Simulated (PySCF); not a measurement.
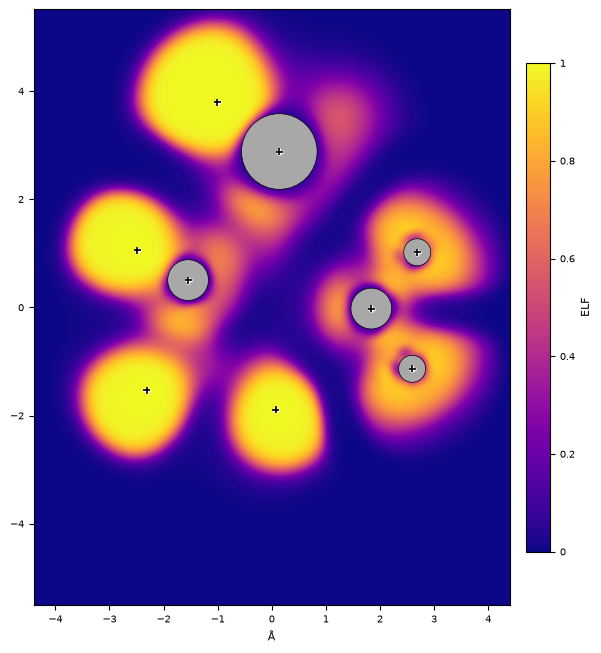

The electron localisation function on a plane through atoms (crosses mark nuclei in the plane; grey discs cover the cores).

Computed with PBE0/pcSseg-1, SCF density, gas phase, non-relativistic (PySCF).

Candidates:
A. C5H10F3PSi
B. C6H8FOP (SMILES COC(F)=C=PC1CC1)
C. C4H6P (SMILES C1=C[PH2+]C=C1) (charge +1)

Which candidate gave the map?

Candidate A: C5H10F3PSi on the plane of atoms F1, C2 and F4, which holds F, C, Si and H. C–F (1.34 Å): the ELF peaks at about 0.85 between the atoms: a polar covalent bond.
